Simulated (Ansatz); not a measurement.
## Electronic structure of FGaH2 (SMILES [F][GaH2]) in real space

```yaml
atoms:
  - { symbol: F, position_ang: [-0.5535, -0.4990, 1.4478] }
  - { symbol: Ga, position_ang: [0.0576, 0.0221, -0.1170] }
  - { symbol: H, position_ang: [-0.8819, -0.3280, -1.3062] }
  - { symbol: H, position_ang: [1.4333, 0.7444, -0.0448] }
```

Geometry: PBE0-D4/def2-TZVP.

Level of theory: RKS PBE0-D4/def2-TZVPP in Ansatz 0.2.0.

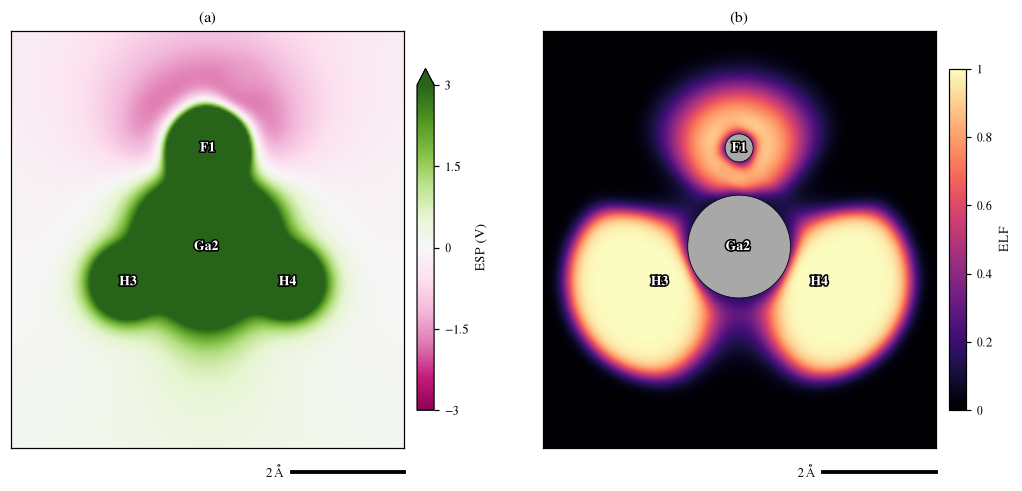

Figure 1. (a) electrostatic potential; (b) electron localisation function on the molecular plane. Grey discs cover the atomic cores in the ELF map.

Q: Interpret the plot.

A: Atoms in the plane: F, Ga and H.
Ga–F (1.76 Å): the ELF peaks at about 0.85 in the valence shell of F, 0.5 Å from its nucleus, and is about 0.15 at the midpoint.
Ga–H (1.56 Å): the ELF climbs to about 1 towards the hydrogen.
The ELF also peaks beside F1, away from the bonds: lone-pair regions.
Outside the dense part of the molecule the potential is most negative (−1.7 V) near F1.

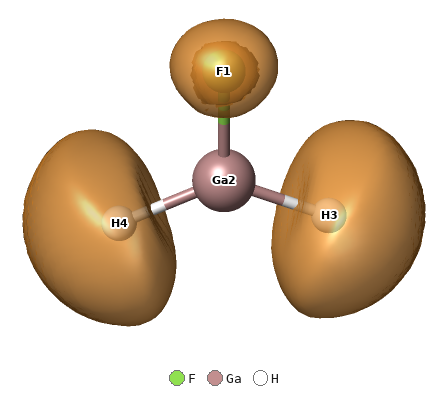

Figure 2. Isosurface of the electron localisation function at 0.8 (orange), seen at a tilt. Only the valence region is drawn (cores and ρ < 0.01 e/Å³ removed).

Q: Identify the bonds, lone pairs and shells in this picture.

A: The surface consists of two regions around hydrogen nuclei and one region wrapped around F (its valence shell).

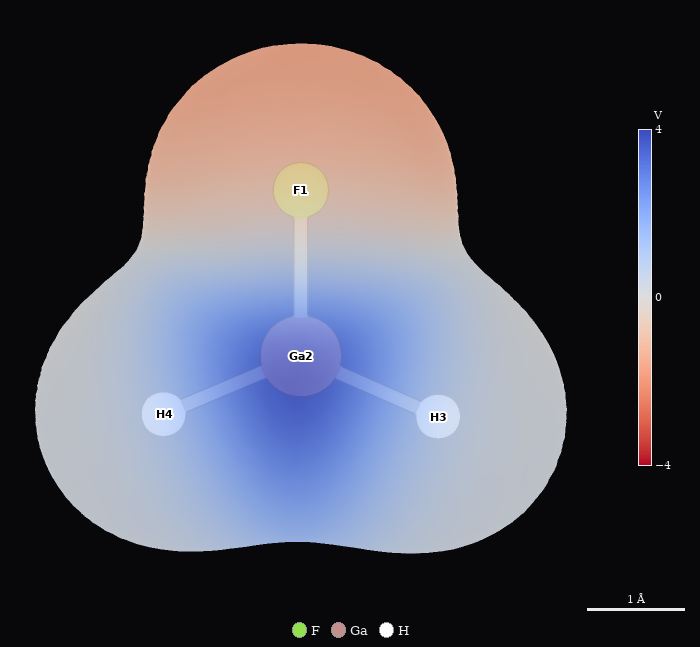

Figure 3. The electrostatic potential painted on the density surface at 0.002 e/bohr³, seen at a tilt; red is negative and blue positive.

Q: Where is the surface potential most negative and most positive?

A: The most negative region (about −1.6 V, or −37 kcal/mol for a unit charge) lies over F1, the most positive (about +3.6 V, or +83 kcal/mol for a unit charge) over Ga2.
